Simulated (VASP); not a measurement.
Band structure of PtS (relaxed from the zinc blende structure, space group F-43m). Calculation: PBE GGA, VASP's PBE PAW potentials (set 64) (plane waves; VASP).

Unless said otherwise, spin-orbit coupling is left out, though it shifts the bands of the heavy elements here.

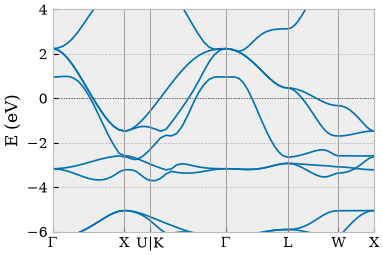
Fig. 1. Bands along high-symmetry lines, zero at the valence-band maximum or, without a gap, the Fermi level

Read the plot: is there a gap, and where are the band edges?

It has no gap at this level: it comes out as a metal or semimetal. (Edges off the drawn lines would not show.)

The structure was generated: PtS was put into the zinc blende type (F-43m), which need not be its known phase. It was relaxed first, which changed the volume by -8 %.
